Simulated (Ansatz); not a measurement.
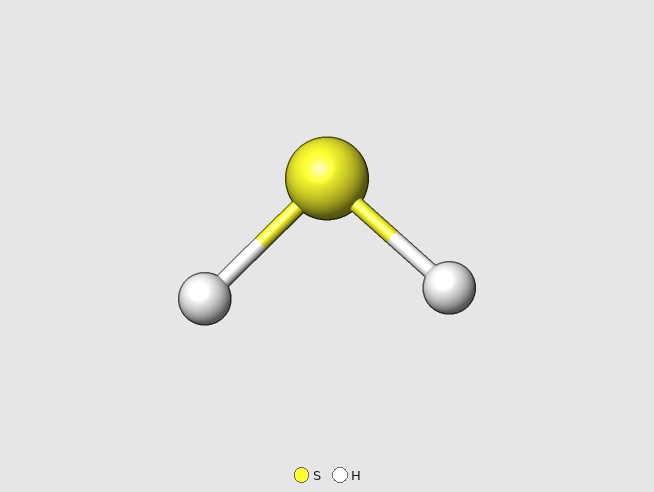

A ball-and-stick model of a molecule. Every bond is drawn as one stick, whatever its order.

Description:

Formula H2S. This geometry has C2v symmetry. Coordination: 1 S bent.

More results for the same structure follow; atom numbers are the same in all pictures, views and colours differ. Computed geometry: PBE0-D4/def2-TZVP optimisation.

## Shape

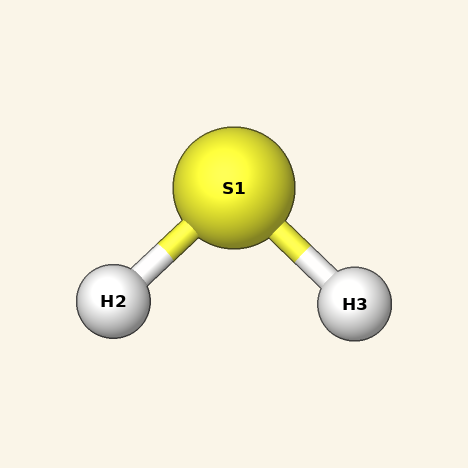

Atoms carry their numbers in the input.

Give the bond lengths.

```
 bond  length (Å)
S1–H2       1.341
S1–H3       1.341
```

## Electronic properties

Method: RHF-CCSD(T), frozen core/def2-TZVPP (Ansatz 0.2.0).

> What is the T1 diagnostic?

0.009.

## Charges

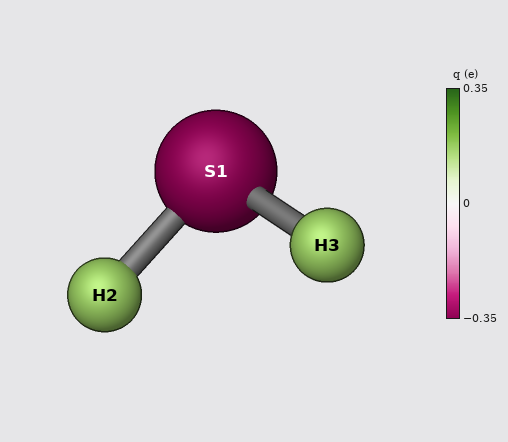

Atoms are coloured by their Mulliken charges. Properties computed with RKS PBE0-D4/def2-TZVP (Ansatz 0.2.0).

Give the Mulliken charges atom by atom.

| atom | value (e) |
| --- | --- |
| S1 | −0.35 |
| H2 | 0.17 |
| H3 | 0.17 |

## Vibrations

Harmonic vibrations computed with RKS PBE0-D4/def2-TZVP (Ansatz 0.2.0) at a stationary point of the same level.

> List the wavenumbers.

3 modes: 1209, 2724, 2739 cm⁻¹.

Mulliken values depend strongly on the basis set and can even reverse the polarity of a bond.
